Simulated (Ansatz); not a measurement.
**What KAg (built on the sites of a database entry of CsAu) distorts into**

Aim: this structure of KAg (built on the sites of a database entry of CsAu) is to be tested for unstable modes, and one is followed downhill.

Method: DFT PBEsol, scalar-relativistic, plane waves, PAW, in Ansatz 0.2.0.

The structure was built from a prototype and need not be the compound's stable phase.

### 1. The structure

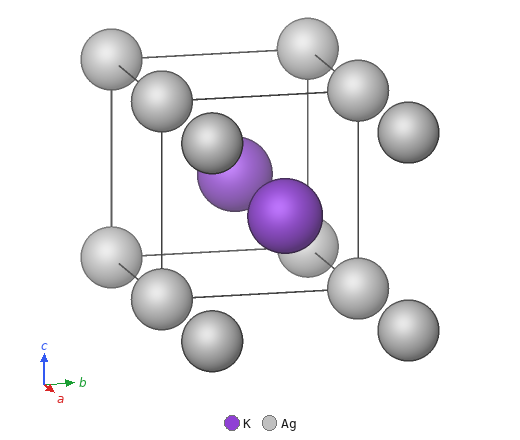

Start, viewed slightly off an axis; potassium purple, silver light grey. 2×1×1 cells are drawn. Some periodic images of atoms are drawn too.

### 2. Phonons on a q mesh

The cell comes from relaxations at this level that are not shown. Stability and thermal properties need the whole zone. Linear response on a 2×2×2 q mesh gives force constants as far as a supercell of that size would.

File input.yaml:

```yaml
crystal:
  lattice:
    - [3.9831655217, 0.0, 0.0]
    - [0.0, 3.9831655217, 0.0]
    - [0.0, 0.0, 3.9831655217]
  atoms:
    - { symbol: K, position: [0.5, 0.5, 0.5] }
    - { symbol: Ag, position: [0.0, 0.0, 0.0] }
kpoints:
  mp_grid: { grid: [10, 10, 10] }
hamiltonian:
  xc: pbesol
scf:
  occupations: { method: methfessel_paxton, width: 0.15 }
output:
  eigenvalues: true
phonons:
  method: dfpt
  qmesh: [2, 2, 2]
  temperatures: { t_max: 1000, t_step: 50 }
  qpath:
    path:
      - [[0.0, 0.0, 0.0], [0.0, 0.5, 0.0], [0.5, 0.5, 0.0], [0.0, 0.0, 0.0], [0.5, 0.5, 0.5], [0.0, 0.5, 0.0]]
      - [[0.5, 0.5, 0.5], [0.5, 0.5, 0.0]]
    npoints: 10
```

Started as:

```bash
$ ansatz run input.yaml --threads 4 --pin off --max-ram 7168MiB --backend cpu --events-out ev --progress --plain --runs-dir out
```

Numbers of over 12 decimals in the logs are rounded to 6 here.

The log of the run:

```text
Engine: ansatz 0.2.0, aarch64-unknown-linux-gnu
Pseudopotentials: kind: paw
Pseudopotential: K, paw, valence charge 9, recommended cutoff 420 eV (normal), K.paw.azcp
Pseudopotential: Ag, paw, valence charge 19, recommended cutoff 420 eV (normal), Ag.paw.azcp
Functional definition: PBEsol
  exchange = pbesol_x
  correlation = pbesol_c
Crystal: 2 atoms, lattice volume = 63.195 Å³
Basis set: ecut = 420 eV, 1237 PW (Γ), exchange–correlation on 54×54×54 points (8 copies of the dense FFT grid, shifted against one another)
Bands: 18, of which v1, the nominal top of the filled ones, is band 14 counted from 1 (13 counted from 0)
Symmetry: 48 space group operations
k-points: 56 of 1000
Non-local potential: K, projectors of the file, l = 0: 3, l = 1: 2, l = 2: 2
Non-local potential: Ag, projectors of the file, l = 0: 3, l = 1: 2, l = 2: 2, l = 3: 1
PAW form: soft (Blöchl's): semilocal exchange-correlation on the pseudo side does not see the compensation charge
PAW frozen core: K, regenerated for the run's functional, and the local potential with it (the file was generated under x = pbe(κ = 0.804, μ = 0.219515), c = pbe(β = 0.066725))
PAW frozen core: Ag, regenerated for the run's functional, and the local potential with it (the file was generated under x = pbe(κ = 0.804, μ = 0.219515), c = pbe(β = 0.066725))
PAW one-centre angular grid: K, 110 points (default); XC on 64 Gauss nodes
PAW one-centre angular grid: Ag, 590 points (default); XC on 64 Gauss nodes
Initial density: superposition of atomic densities (neutral atoms: chi_scale 0, normalization atom), corrected by the library's trained network
Initial wavefunctions: pseudopotential atomic-orbital guess
Functional: x = pbesol(κ = 0.804, μ = 0.123457), c = pbesol(β = 0.046)
SCF iter   1: F=—  HF=-9037.831030 eV  |F-HF|=—  |Δ(HF+E_count)|=         —  Δρ=3.09e-3  dr2=4.86e-3  ethr=1.77e-3  ⟨swp⟩=5.1  Hψ=4685  notcnv=0
preconditioner: auto → Resta (q_TF=auto, 2.382 Å⁻¹)  ε∞=4.5  [insulator: Δε(μ)=0.173 eV  Ē_g=10.629 eV  σ=0.150 eV  W_gap=0.54  n_scr=18 (ndim 8)  ℏωp=19.8 eV  f_vac=0.007  D(μ)=0.18/eV (n_scr^D=0)  ε∞_Penn≈4.5]
SCF iter   2: F=—  HF=-9037.830112 eV  |F-HF|=—  |Δ(HF+E_count)|=   9.18e-4  S|Δr|=    0.00e0  Δρ=1.04e-3  dr2=3.76e-4  ethr=1.73e-5  ⟨swp⟩=2.6  Hψ=2171  notcnv=0
preconditioner: auto → Kerker (q_TF=auto, 2.382 Å⁻¹)  [metal: Δε(μ)=0.072 eV  Ē_g=10.668 eV  σ=0.150 eV  W_gap=0.36  n_scr=18 (ndim 8)  ℏωp=19.8 eV  f_vac=0.009  D(μ)=0.18/eV (n_scr^D=0)]
SCF iter   3: F=—  HF=-9037.830072 eV  |F-HF|=—  |Δ(HF+E_count)|=   4.01e-5  S|Δr|=    0.00e0  Δρ=4.95e-4  dr2=1.11e-4  ethr=1.34e-6  ⟨swp⟩=2.0  Hψ=1197  notcnv=0
SCF iter   4: F=—  HF=-9037.830057 eV  |F-HF|=—  |Δ(HF+E_count)|=   1.53e-5  S|Δr|=    0.00e0  Δρ=9.39e-5  dr2=1.21e-5  ethr=3.96e-7  ⟨swp⟩=2.0  Hψ=1546  notcnv=0
SCF iter   5: F=—  HF=-9037.830059 eV  |F-HF|=—  |Δ(HF+E_count)|=   2.44e-6  S|Δr|=    0.00e0  Δρ=3.21e-5  dr2=8.38e-7  ethr=4.32e-8  ⟨swp⟩=2.4  Hψ=1366  notcnv=0
SCF iter   6: F=—  HF=-9037.830050 eV  |F-HF|=—  |Δ(HF+E_count)|=   9.44e-6  S|Δr|=    0.00e0  Δρ=7.39e-6  dr2=3.39e-8  ethr=2.99e-9  ⟨swp⟩=2.8  Hψ=1678  notcnv=0
SCF iter   7: F=—  HF=-9037.830050 eV  |F-HF|=—  |Δ(HF+E_count)|=   2.46e-8  S|Δr|=    0.00e0  Δρ=1.37e-6  dr2=9.61e-10  ethr=1.21e-10  ⟨swp⟩=2.0  Hψ=1501  notcnv=0
SCF iter   8: F=—  HF=-9037.830050 eV  |F-HF|=—  |Δ(HF+E_count)|=   1.02e-9  S|Δr|=    0.00e0  Δρ=3.57e-7  dr2=8.08e-11  ethr=3.43e-12  ⟨swp⟩=2.5  Hψ=1471  notcnv=0
SCF iter   9: F=-9037.830050 eV  HF=-9037.830050 eV  |F-HF|=0.00e0  |Δ(HF+E_count)|=  3.64e-11  S|Δr|=    0.00e0  Δρ=6.20e-8  dr2=1.74e-12  ethr=1.00e-12  ⟨swp⟩=5.2  Hψ=4053  notcnv=0
SCF 1 converged in 9 iterations: F = -9037.830050 eV  dr2 = 1.74e-12
  greatest PAW one-centre occupation: 1.001 electrons in one spin orbital (limit 2), on the Ag atom at site 1 (counted from 0), in its partial waves of l = 0
Initial density: read from a saved state, or passed on in memory by an earlier SCF of this step, an earlier step, the calling program or the single point that the run made first
iter 1 solved again at ethr=3.53e-8 eV; its pass at ethr=3.10e-3 eV (dr2=9.90e-6 eV) is discarded
SCF iter   1: F=—  HF=-9037.830058 eV  |F-HF|=—  |Δ(HF+E_count)|=         —  Δρ=2.43e-7  dr2=1.71e-11  ethr=3.53e-8  ⟨swp⟩=3.2  Hψ=7592  notcnv=0
eigensolver tolerance schedule: the retry pair's looser diagonalisation over-reported the residual by 576976.58 of it (diagonalisation noise at an unbounded share of the residual, at the tolerance the schedule requests for it); recorded, not acted on — ethr = c·dr2/N_el stays at c = 1.0e-1
preconditioner: auto → Kerker (q_TF=auto, 2.382 Å⁻¹)  [metal: Δε(μ)=0.072 eV  Ē_g=10.674 eV  σ=0.150 eV  W_gap=0.36  n_scr=18 (ndim 8)  ℏωp=19.8 eV  f_vac=0.009  D(μ)=0.18/eV (n_scr^D=0)]
SCF iter   2: F=—  HF=-9037.830050 eV  |F-HF|=—  |Δ(HF+E_count)|=   8.33e-6  S|Δr|=    0.00e0  Δρ=1.44e-7  dr2=6.10e-12  ethr=1.00e-12  ⟨swp⟩=3.4  Hψ=4913  notcnv=0
SCF iter   3: F=-9037.830050 eV  HF=-9037.830050 eV  |F-HF|=1.82e-12  |Δ(HF+E_count)|=  3.64e-12  S|Δr|=    0.00e0  Δρ=8.57e-8  dr2=1.77e-12  ethr=1.00e-12  ⟨swp⟩=1.0  Hψ=2240  notcnv=0
SCF 2 converged in 3 iterations: F = -9037.830050 eV  dr2 = 1.77e-12
phonons: the bands overlap, so this run is a metal and interpolates without the dipole-dipole term. If the crystal is really an insulator or semiconductor, its LO-TO splitting is missing
NSCF: frozen V_eff on 56 k-points
NSCF: frozen V_eff on 126 k-points
DFPT response loops at q = (0, 0, 0) (fractional): preconditioner auto → Kerker (q_TF=auto, 2.382 Å⁻¹) (partly filled bands, converged f_vac=0.009); β = 1.00, the filter's whole step (`scf.mixing.beta` (0.50) is not read by the response loops under this deck's `scf.mixing.preconditioner`; to damp them name `kerker` or `kerker_dos`, under which they read `scf.mixing.beta`, and type it under 1.00, their step now; both keys bind the ground state too); Broyden in place of MSR1
NSCF: frozen V_eff on 432 k-points
DFPT response loops at q = (0, 0, -0.5) (fractional): mixed as the last ones told, above
NSCF: frozen V_eff on 432 k-points
DFPT response loops at q = (0, -0.5, -0.5) (fractional): mixed as the last ones told, above
NSCF: frozen V_eff on 252 k-points
DFPT response loops at q = (-0.5, -0.5, -0.5) (fractional): mixed as the last ones told, above
SCF converged after 9 iterations
Stability not checked: this state was not tested for a lower state beside it, because cold or Methfessel-Paxton smearing, or corrected tetrahedra, fill the levels in a way that the test cannot read (fill_not_monotonic; see scf.lower_state_search)
Free energy (F): -9037.830050 eV
Harris-Foulkes:  -9037.830050 eV  (|F-HF|=0.00e0)
Internal energy: -9037.830816 eV  (E = F + TS)
E sigma→0 (E₀):  -9037.830241 eV
Entropy (-TS):   0.000766 eV (0.383 meV/atom)
Fermi energy:    6.687550 eV
--- Per-component energies (eV) ---
  E_band       = -512.449667
  E_kinetic    = 782.836887
  E_local      = -3931.043892  (includes V_loc(G=0)·N_el)
  E_nonlocal   = 96.740088
  E_hartree    = 1689.604665
  E_xc         = -315.821922
  E_vxc        = -396.183764  (∫ρ·V_xc dr)
  E_paw        = -4597.992960  (= ΣΔE_a)
  E_vpaw       = -444.008578  (= ΣTr[D̂ρ^β])
  E_aug_tail   = 0.000289  (compensation charges beyond the density's cutoff)
  E_ewald      = -2762.584596
  E_core_change = 0.430624  (= ΣΔE_core)
  E_smearing   = 0.000766  (= −TS)
  E_closure    = 0.000000  (closes the sum)
  Σ components = -9037.830050   (vs F -9037.830050, Δ=0.00e0)
--- Band table (eV; the first three rows and the last of 56) ---
  k-point 0: bands = [... 10 lower, 2.8181, 2.9749, 2.9749, 2.9749, 10.9484, 10.9484, 12.6277, 12.6277]
  k-point 1: bands = [... 10 lower, 2.9349, 2.9669, 2.9669, 2.9772, 10.5185, 10.9689, 12.4723, 12.4723]
  k-point 2: bands = [... 10 lower, 2.9461, 2.9461, 2.9830, 3.2880, 9.4494, 11.0258, 12.1458, 12.1458]
  k-point 55: bands = [... 10 lower, 2.7603, 3.1638, 3.1638, 8.1501, 8.1501, 8.1501, 8.4285, 13.1938]
--- Phonons (Γ-DFPT): 2 representative perturbations + reference (Σ response iterations 6) ---
  ASR residual: 3.909e-5 → 0.000e0 eV/Å²; symmetrization residual: 2.508e-6 eV/Å²
  ASR residual per site (eV/Å²): 7.88e-7 3.91e-5
  Γ frequencies (cm⁻¹): 0.00 0.00 0.00 105.31 105.31 105.31
--- Phonons (arbitrary-q DFPT): 4 irreducible q on the 2×2×2 mesh ---
  q = [0.0000, 0.0000, 0.0000] (star 1, of the zone-centre solve; hermiticity 4.29e-6, symmetrization 1.86e-11): -0.00 0.00 0.00 105.31 105.31 105.31
  q = [0.0000, 0.0000, -0.5000] (star 3, 4 solved perturbations in 684 linear systems a pass and spin channel, the states on 216 of 1000 k-point pairs; hermiticity 4.15e-13, symmetrization 3.87e-13): 32.99 55.94 55.94 87.28 87.28 131.79
  q = [0.0000, -0.5000, -0.5000] (star 3, 4 solved perturbations in 684 linear systems a pass and spin channel, the states on 216 of 1000 k-point pairs; hermiticity 3.58e-6, symmetrization 3.11e-12): -25.71 -25.71 58.35 83.99 124.96 124.96
  q = [-0.5000, -0.5000, -0.5000] (star 1, 2 solved perturbations on 126 of 1000 k-point pairs; hermiticity 1.68e-12, symmetrization 3.57e-11): 32.59 32.59 32.59 120.51 120.51 120.51
  sum rule: each row above includes the acoustic sum rule's correction from the zone centre's row sums; it moved no ω² by more than (0.31 cm⁻¹)²
  mesh force constants: q→R imaginary residual 2.20e-17; ASR residual 3.909e-5 → 0.000e0 eV/Å²; symmetrization residual 1.221e-15 eV/Å²
  interpolated dispersion: 62 rows × 6 modes
  density of states and harmonic sums: on the 16×16×16 q-mesh, interpolated from the force constants of a 2×2×2 supercell (no non-analytic term)
  largest difference from the sums on the solved wave vectors: F 2.61e-1 eV, S 3.26e-4 and C_V 6.55e-5 eV/K
  zero-point energy: 0.026081 eV/cell   skipped modes (ω ≤ 0): 66, of them read as no rigid motion or as one in doubt: 63 (3.677e-1 modes/cell left out, lowest -25.71 cm⁻¹)   left out of the sums: 6.14e-2 of the cell's modes: C_V's classical limit lies that fraction below 3 k_B per atom; for a crystal, a wire or a layer, F and S can be off by more, and a phonons.interpolated_qmesh denser along its periods is the remedy for the sampling
```

It took 51 s on 4 threads of Arm Neoverse V2, shared host; peak memory 0.83 GiB; 3.3 min of CPU time.

This step gave:

| Quantity | Value |
| --- | --- |
| volume per atom | 31.60 Å³ |
| gap on the k-mesh | 0 eV |
| sum-rule residual before enforcement | 3.91e-5 eV/Å² |
| lowest frequency on the path | -25.71 cm⁻¹ |
| point group | m-3m |
| highest frequency on the path or at a solved wavevector | 131.8 cm⁻¹ |
| highest optical mode at the zone centre (no LO-TO term) | 105.3 cm⁻¹ |
| lowest optical zone-centre mode | 105.3 cm⁻¹ |
| lowest mode on the q mesh (acoustic modes at Γ apart) | -25.71 cm⁻¹ |

Frequencies (cm⁻¹) solved at each irreducible wavevector; negative means imaginary. Frequencies by wavevector, by row:

```csv
q in reciprocal lattice units,star,mode 1,mode 2,mode 3,mode 4,mode 5,mode 6
0 0 0,1,0,0,0,105.3,105.3,105.3
0 0 -0.5,3,33,55.9,55.9,87.3,87.3,131.8
0 -0.5 -0.5,3,-25.7,-25.7,58.4,84,125,125
-0.5 -0.5 -0.5,1,32.6,32.6,32.6,120.5,120.5,120.5
```

Interpolated from a 2×2×2 q mesh, rough between the solved points. Phonon branches along the path, in cm⁻¹:

```csv
point,branch 1,branch 2,branch 3,branch 4,branch 5,branch 6
Γ,0,0,0,105,105,105
X,33,56,56,87,87,132
M,-26,-26,58,84,125,125
Γ,0,0,0,105,105,105
R,33,33,33,120,120,120
X,33,56,56,87,87,132
jump to R,33,33,33,120,120,120
M,-26,-26,58,84,125,125
```

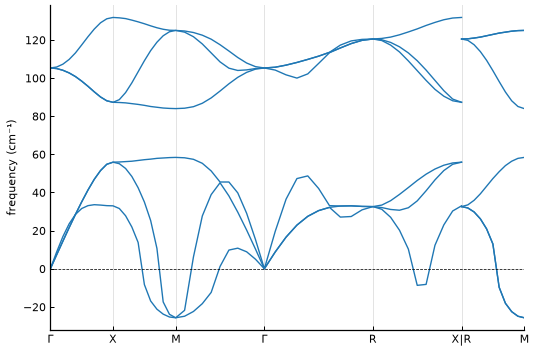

Phonon branches along the path.

Symmetry leaves 4 wavevectors to solve. The lowest mode among them, the acoustic zeros apart, lies at q = (0, -0.5, -0.5) and is imaginary, 25.7i cm⁻¹, so the energy falls along it.

### 3. The mode frozen in, largest atomic shift 0 Å

The mode followed lies at q = (0, -0.5, -0.5) with frequency 25.7i cm⁻¹ and is 2-fold degenerate, the softest among the wavevectors solved. At small amplitude the distorted cell has space group no. 65 by a symmetry search on the positions. The undistorted cell that holds it gives the zero of energy on the same k mesh.

System of this step: KAg (built on the sites of a database entry of CsAu). The structure is cubic, space group Pm-3m (No. 221). The conventional cell has a = 3.983 Å, b = 3.983 Å, c = 3.983 Å, α = 90.00°, β = 90.00°, γ = 90.00°. K has 8 Ag at 3.45 Å nearest. Ag has 8 K at 3.45 Å nearest. Farther neighbours are not listed.

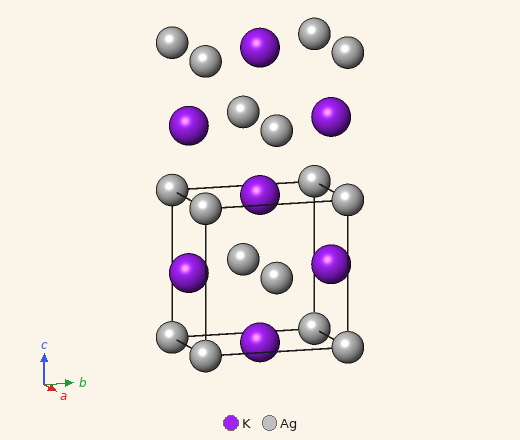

The cell of this step (potassium purple, silver light grey). 1×1×2 cells are drawn. Some periodic images of atoms are drawn too.

File input.yaml:

```yaml
crystal:
  lattice:
    - [-3.9831655217, 0.0, 0.0]
    - [0.0, -3.9831655217, -3.9831655217]
    - [0.0, -3.9831655217, 3.9831655217]
  atoms:
    - { symbol: K, position: [0.5, 1.0, 0.5] }
    - { symbol: K, position: [0.5, 0.5, 0.0] }
    - { symbol: Ag, position: [0.0, 0.5, 0.5] }
    - { symbol: Ag, position: [0.0, 1.0, 0.0] }
kpoints:
  mp_grid: { grid: [10, 8, 8] }
hamiltonian:
  xc: pbesol
scf:
  occupations: { method: methfessel_paxton, width: 0.15 }
output:
  forces: true
  stress: true
  eigenvalues: true
```

The log of the run:

```text
[...]
Crystal: 4 atoms, lattice volume = 126.391 Å³
Basis set: ecut = 420 eV, 2465 PW (Γ), exchange–correlation on 54×80×80 points (8 copies of the dense FFT grid, shifted against one another)
Bands: 34, of which v1, the nominal top of the filled ones, is band 28 counted from 1 (27 counted from 0)
Symmetry: 32 space group operations
[...]
k-points: 90 of 640
[...]
k-point 0: bands = [... 24 lower, 2.9739, 2.9739, 3.1547, 6.0454, 8.3248, 8.3248, 10.5285, 10.9482, ... 2 higher]
  k-point 1: bands = [... 24 lower, 2.9723, 2.9739, 3.1292, 5.8876, 8.2759, 8.3942, 10.7283, 10.7800, ... 2 higher]
  k-point 2: bands = [... 24 lower, 2.9719, 3.0589, 3.1926, 5.4397, 8.3297, 8.5950, 10.2724, 10.4884, ... 2 higher]
  k-point 89: bands = [... 24 lower, 3.1547, 3.1547, 6.0454, 6.0454, 8.3247, 8.3247, 8.3249, 8.3249, ... 2 higher]
[key lines of the parts left out:]
SCF converged after 6 iterations
Free energy (F): -18075.655420 eV
Fermi energy:    6.676528 eV
P = ⅓ Tr σ = 0.0161 GPa (0.161 kbar)
```

The job ended after 5.4 s (4 threads; peak memory 0.58 GiB; 21 s of CPU time).

Numbers from this step:

| Property | Result |
| --- | --- |
| pressure | 0.01611 GPa |
| energy from the undistorted cell | 0 meV/atom |

The run ends at a pressure of 0.02 GPa.

### 4. The mode frozen in, largest atomic shift 0.45 Å

The atoms are moved along the unstable eigenvector, the largest shift by 0.45 Å, with the cell fixed.

input.yaml, the sections that differ from step 3:

```yaml
crystal:
  lattice:
    - [-3.9831655217, 0.0, 0.0]
    - [0.0, -3.9831655217, -3.9831655217]
    - [0.0, -3.9831655217, 3.9831655217]
  atoms:
    - { symbol: K, position: [0.5, 0.9687109527, 0.4687109527] }
    - { symbol: K, position: [0.5, 0.5312890473, 0.0312890473] }
    - { symbol: Ag, position: [0.0, 0.4435122646, 0.5564877354] }
    - { symbol: Ag, position: [0.0, 1.0564877354, -0.0564877354] }
# kpoints, hamiltonian, scf, output: as in step 3
```

The log of the run:

```text
[...]
Crystal: 4 atoms, lattice volume = 126.391 Å³
Basis set: ecut = 420 eV, 2465 PW (Γ), exchange–correlation on 54×80×80 points (8 copies of the dense FFT grid, shifted against one another)
Bands: 34, of which v1, the nominal top of the filled ones, is band 28 counted from 1 (27 counted from 0)
Symmetry: 8 space group operations
[...]
k-points: 126 of 640
[...]
k-point 0: bands = [... 24 lower, 3.0742, 3.1311, 3.2314, 6.2227, 8.1904, 8.5085, 10.1668, 10.7157, ... 2 higher]
  k-point 1: bands = [... 24 lower, 3.0664, 3.1312, 3.2204, 6.0588, 8.1730, 8.4979, 10.4367, 10.6493, ... 2 higher]
  k-point 2: bands = [... 24 lower, 3.1040, 3.1312, 3.2500, 5.5917, 8.2447, 8.6156, 10.4004, 10.4572, ... 2 higher]
  k-point 125: bands = [... 24 lower, 3.1179, 3.3107, 5.8171, 6.2131, 8.0903, 8.2399, 8.4395, 8.5542, ... 2 higher]
[key lines of the parts left out:]
SCF converged after 7 iterations
Free energy (F): -18075.714260 eV
Fermi energy:    6.738823 eV
P = ⅓ Tr σ = -0.2268 GPa (-2.268 kbar)
```

The job ended after 6.5 s (4 threads; peak memory 0.65 GiB; 25 s of CPU time).

Numbers from this step:

| Quantity | Value |
| --- | --- |
| pressure | -0.2268 GPa |
| energy from the undistorted cell | -14.80 meV/atom |

The energy, extrapolated to zero smearing, is -14.80 meV/atom against the undistorted cell.

The run ends at a pressure of -0.23 GPa, with forces up to 0.100 eV/Å.

### 5. Energy along the mode, all amplitudes (two of the runs are shown above)

An imaginary frequency means negative curvature, so the energy should fall and then rise again as anharmonic terms take over.

Numbers from this step:

```yaml
depth_at_the_lowest_point_sampled: 14.80 meV/atom
largest_atomic_shift_at_that_point: 0.45 Å
```

The energy from the parent by largest atomic shift:

```csv
largest atomic shift (Å),energy from the parent (meV/atom)
0.000,0
0.040,-0.15
0.080,-0.596
0.140,-1.80
0.220,-4.33
0.320,-8.70
0.450,-14.8
0.600,-11.6
```

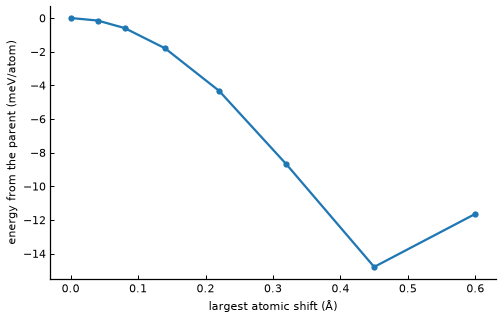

Energy from the parent against largest atomic shift.

Displacement at unit largest shift by atom:

```csv
atom,x (Å),y (Å),z (Å),size
K1,0.00,0.55,0.00,0.55
K2,0.00,-0.55,0.00,0.55
Ag3,0.00,0.00,1.00,1.00
Ag4,0.00,0.00,-1.00,1.00
```

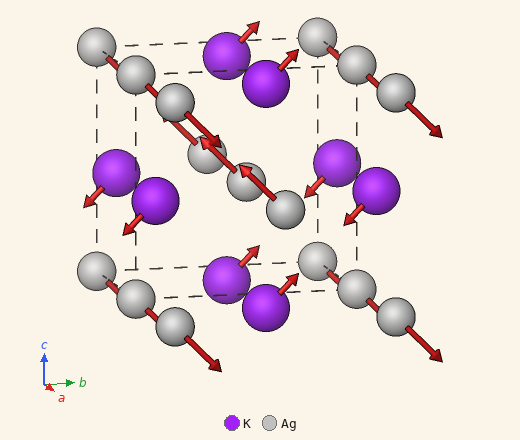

Displacement at unit largest shift as arrows, the longest 1 Å. 2×1×1 cells are drawn. Some periodic images of atoms are drawn too.

The lowest of the steps tried is at 0.45 Å, 14.8 meV/atom below the parent; the bottom of the well need not coincide with a step.

(Part 1 of 2 ends here.)

[Logs are printed without paths, hosts, clocks, repeated set-up lines and the standing remarks that a program may print on its own settings, such as how far it seeks lower states.]

[Hosts, paths, dates, database ids (printed as entryN), source tags and the programs' standing remarks are cut or masked in the printed files.]
